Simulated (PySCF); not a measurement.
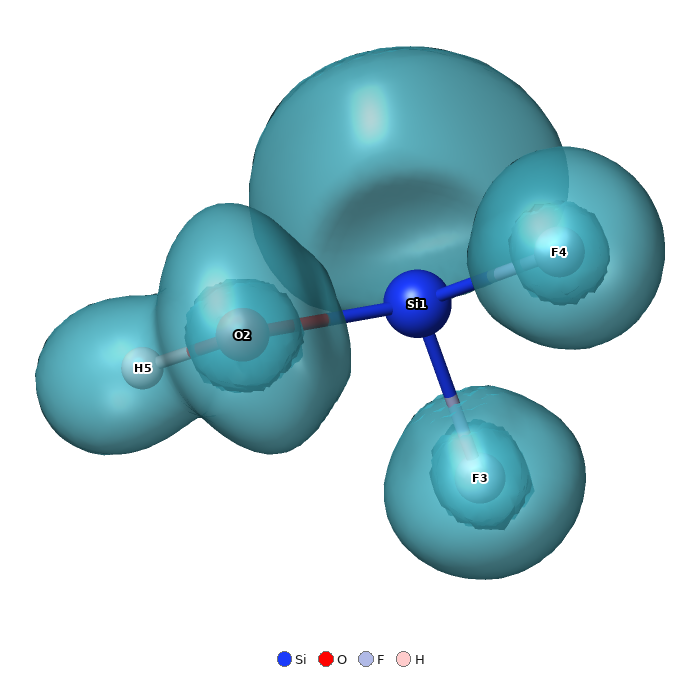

Figure 1: F2HOSi (SMILES O[Si](F)F) (doublet). Isosurface of the ELF at 0.75 (cyan), seen at an oblique angle. Core shells and regions of very low density are left out.

Geometry: PBE0-D3(BJ)/def2-SVP.

The calculation used UKS B3LYP, IGLO-III on F O Si, pcH-1 on H, non-relativistic, mean-field spin-orbit, GIAO in PySCF 2.14.0, density-fitted response routines.

```
atom    x (Å)    y (Å)    z (Å)
  Si  -0.4504   0.1227   0.3743
   O   1.1443   0.0202  -0.0182
   F  -1.3138  -0.9795  -0.4381
   F  -0.9308   1.5713  -0.1418
   H   1.6117  -0.7905   0.2072
```

**Describe the localisation domains.**

The ELF exceeds this value in one lobe on Si, pointing away from the bonds (non-bonding electrons), two regions wrapped around F (its lone pairs, merged into a ring or cap) and one joined region spread over several atoms (H, O), in which their bonds and any lone pairs are merged.

Values along the shortest contacts:
Si–F (1.61 Å): the ELF peaks at about 0.85 in the valence shell of F, 0.5 Å from its nucleus, and is about 0.50 at the midpoint. Si–O (1.65 Å): the ELF peaks at about 0.90 between the atoms; a shared but strongly polarised pair.
